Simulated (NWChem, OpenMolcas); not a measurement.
## How basis sets differ on AlBNH4F (SMILES [NH2][AlH][BH]F)

AlBNH4F has 8 atoms, charge 0, and is taken as a singlet. As SMILES, `[NH2][AlH][BH]F`. The coordinates come from a PBE0-D4/def2-TZVP relaxation. This is one conformer, not always the lowest.

```xyz
8

N    -1.0349    1.2380    0.1781
Al    0.3584    0.2472    0.6370
B     0.8240   -1.4386   -0.6459
F     0.0221   -1.6930   -1.6755
H    -1.3655    2.0501    0.6744
H    -1.6145    1.0635   -0.6277
H     1.1494    0.6795    1.9462
H     1.7532   -2.2038   -0.5424
```

Each level gives the dipole moment (D). The values are calculated.

```tsv
level	kind	program	value (D)	CPU time
HF/ANO-R0 (sfX2C)	Hartree–Fock	OpenMolcas	3.69	6 s
HF/ANO-RCC-MB (DKH2)	Hartree–Fock	OpenMolcas	1.47	3.9 s
HF/STO-3G	Hartree–Fock	NWChem	0.45	3 s
HF/3-21G	Hartree–Fock	OpenMolcas	1.10	1.6 s
HF/def2-SVP	Hartree–Fock	NWChem	0.92	17 s
HF/def2-SVPD	Hartree–Fock	OpenMolcas	0.76	15 s
```

The values span 0.45 to 3.69 D. Magnitudes only. Sets without polarisation functions give poor dipoles. CPU times are rough (shared hosts, several kinds of processor and program).

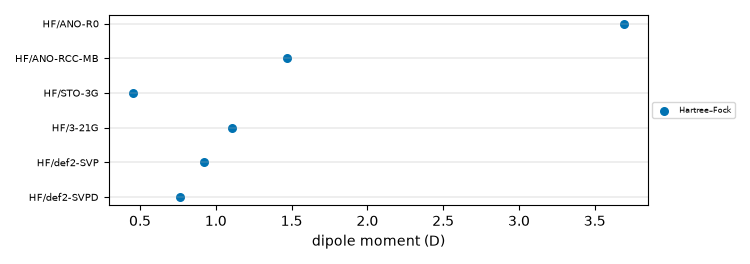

The values of the table, level by level.
